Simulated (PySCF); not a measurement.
# BH2Br− (SMILES [BH2-]Br) at 6 levels

Wanted: a comparison of 6 runs (U-wB97X-V/STO-3G, UB2PLYP/STO-3G, UPBE/STO-3G, UCCSDT/STO-3G, ROCCSD(T)/STO-3G, FCI/STO-3G) of BH2Br−. 

The calculation is run with PySCF 2.14.0.

2 further runs of the same task are left out: 2 set aside as unsound or not needed.

## 1. Starting point

BH2Br− has 4 atoms, charge -1, and is taken as a doublet. SMILES: `[BH2-]Br`. The B1–H3 distance was set to 1.819 Å, away from the relaxed value. At this shape a bond of the SMILES string is far longer than usual.

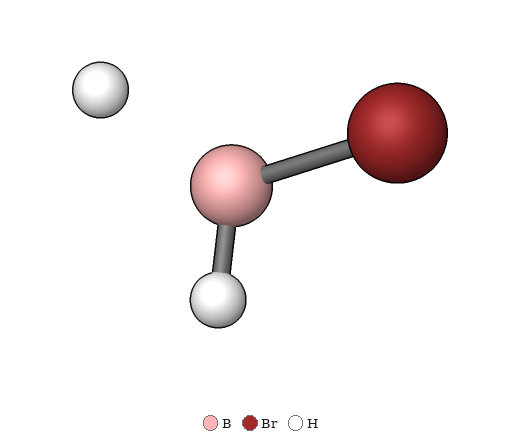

Viewed from a chosen angle; boron pink, bromine red, hydrogen white.

## 2. The energy at U-wB97X-V/STO-3G (run 1)

File input.py:

```python
from pyscf import gto, dft

mol = gto.Mole()
mol.atom = '''
B   -0.185744   0.654095  -0.271145
Br   1.734886   1.086125   0.388645
H   -0.770230  -0.861690   0.547550
H   -0.194434   0.637235  -1.483735
'''
mol.spin = 1
mol.charge = -1
mol.basis = 'sto-3g'
mol.verbose = 3
mol.max_memory = 1860
mol.build()

calc0 = dft.UKS(mol)
calc0.xc = 'wb97x-v'
calc0.nlcgrids.level = 1
calc0.grids.level = 5
calc0.conv_tol = 1e-10
calc0.kernel()
if not calc0.converged:
    calc0 = calc0.newton().run(calc0.mo_coeff, calc0.mo_occ)

e_final = calc0.e_tot
print(f'total energy: {e_final:.8f} hartree')
```

Run with:

```console
$ OMP_NUM_THREADS=1 python input.py
```

The program printed:

```text
WARN: HOMO -0.11167951265209 >= LUMO -0.111679512652091

converged SCF energy = -2571.34341771691  <S^2> = 0.75207648  2S+1 = 2.0020754
total energy: -2571.34341772 hartree
```

Wall time 33 s (1 thread of AMD EPYC 7R43 (Zen 3), shared host); peak memory 0.23 GiB.

## 3. A single-point energy at UB2PLYP/STO-3G (run 2)

File job.py:

```python
from pyscf import gto, dft, mp

system = gto.M(
    atom='''
B     -0.351005     1.236060    -0.512390
Br     3.278459     2.052479     0.734433
H     -1.455524    -1.628358     1.034720
H     -0.367427     1.204200    -2.803853
''',
    charge=-1,
    max_memory=1860,
    basis='sto-3g',
    unit='bohr',
    spin=1,
    verbose=3,
)

mf = dft.UKS(system)
mf.xc = '0.53*HF + 0.47*B88, 0.73*LYP'
mf.conv_tol = 1e-10
mf.grids.level = 5
mf.kernel()
if not mf.converged:
    mf = mf.newton().run(mf.mo_coeff, mf.mo_occ)

pt = mp.MP2(mf, frozen=10).run()
etot = mf.e_tot + 0.27 * pt.e_corr
print('PT2 part  %.8f' % (0.27 * pt.e_corr))
print(f'total energy: {etot:.8f} hartree')
```

Run with:

```console
$ OMP_NUM_THREADS=1 python job.py
```

The program printed:

```text
WARN: HOMO -0.11966782878882 >= LUMO -0.119667828788822

converged SCF energy = -2571.11355490117  <S^2> = 0.75453407  2S+1 = 2.0045289
E(UMP2) = -2571.17729508551  E_corr = -0.063740184339842
E(SCS-UMP2) = -2571.18645143427  E_corr = -0.072896533094378
PT2 part  -0.01720985
total energy: -2571.13076475 hartree
```

It took 9 s on 1 thread of AMD EPYC 7R43 (Zen 3), shared host; peak memory 0.23 GiB.

Runs 3 to 5 aren't shown in full; the table further down has their settings and results.

## 4. The energy at FCI/STO-3G (run 6)

File calc.py:

```python
from pyscf import gto, mcscf

system = gto.M(
    atom='''
B       -0.185744       0.654095      -0.271145
Br       1.734886       1.086125       0.388645
H       -0.770230      -0.861690       0.547550
H       -0.194434       0.637235      -1.483735
''',
    spin=1,
    verbose=3,
    max_memory=1860,
    charge=-1,
    basis='sto-3g',
)

calc0 = system.ROHF()
calc0.conv_tol = 1e-10
calc0.kernel()
if not calc0.converged:
    calc0 = calc0.newton().run(calc0.mo_coeff, calc0.mo_occ)

cas = mcscf.CASCI(calc0, calc0.mo_coeff.shape[-1] - 10, (system.nelec[0] - 10, system.nelec[1] - 10))  # full CI above the frozen core
cas.fix_spin_(ss=0.75)
cas.kernel()
e_final = cas.e_tot
print('E(%s) = %.9f' % ('FCI', e_final))
```

Run with:

```console
$ OMP_NUM_THREADS=1 python calc.py
```

The program printed:

```text
converged SCF energy = -2569.94670743203
CASCI E = -2570.01964478994  E(CI) = -175.184004546639  S^2 = 0.7500000
E(FCI) = -2570.019644790
```

Wall time 20 s (1 thread of AMD EPYC 7R43 (Zen 3), shared host); peak memory 0.25 GiB.

## 5. All runs side by side

| run | level | nlc grid | frozen core orbitals | energy (Eh) | HOMO energy (eV) | LUMO energy (eV) | ⟨S²⟩ | wall time |
| --- | --- | --- | --- | --- | --- | --- | --- | --- |
| 1 | U-wB97X-V/STO-3G | 1 | – | -2571.343418 | 2.89 | 13.16 | 0.752 | 33 s |
| 2 | UB2PLYP/STO-3G | – | 10 | -2571.130765 | 3.80 | 12.87 | 0.755 | 9 s |
| 3 | UPBE/STO-3G | – | – | -2571.034425 | 6.94 | 10.07 | 0.753 | 8.1 s |
| 4 | UCCSDT/STO-3G | – | 10 | -2570.019807 | 1.55 | 16.58 | 0.853 | 7.2 s |
| 5 | ROCCSD(T)/STO-3G | – | 10 | -2570.019443 | – | – | 0.750 | 1.7 s |
| 6 | FCI/STO-3G | – | 10 | -2570.019645 | – | – | – | 20 s |

## 6. What came out

| quantity | value |
| --- | --- |
| run 6: total energy | -2570.01964 Eh |
| run 6: correlation energy (10 core orbitals frozen) | -72.9 mEh |

In words: Against full CI in this basis: UCCSDT -0.2 mEh; ROCCSD(T) +0.2 mEh. Totals of different functionals can't be ranked against each other. In runs 1, 2, 3, 4, 5, 6 the HOMO lies above zero, so the outermost electron may be held by the basis alone. In runs 1, 2, 3, 4, 5, 6 the basis is minimal, so the values are rough. Spin contamination of the reference: run 4 ⟨S²⟩ = 0.85. All runs together took 79 s, the longest 33 s.
